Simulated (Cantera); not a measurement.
A closed system holds: 1 mol SiCl4, 1.7 mol O2, at 90.0 Pa.

Method: chemical equilibrium by Gibbs-energy minimisation in Cantera with the NASA 1993 tables (ideal gas, pure condensed phases). Candidate condensed phases: Si, SiO2; 15 gas species. The tables hold silica as quartz up to 1696 K and as liquid above; real silica turns to tridymite and cristobalite and melts near 1996 K. Equilibrium is a limit: real reactors are often held back by kinetics, nucleation or transport.

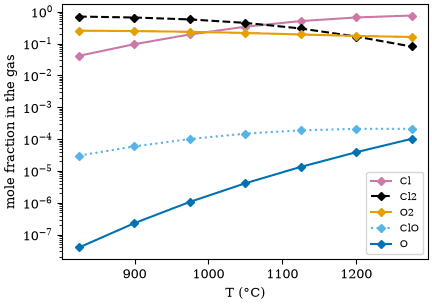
Equilibrium gas composition (values under 1e-9 drawn at 1e-9)

**Question.** Read off the mole fractions at 1275 °C.

**Answer.** Cl about 0.76, O2 about 0.16, Cl2 about 0.081, ClO about 0.00021, O about 0.00010.
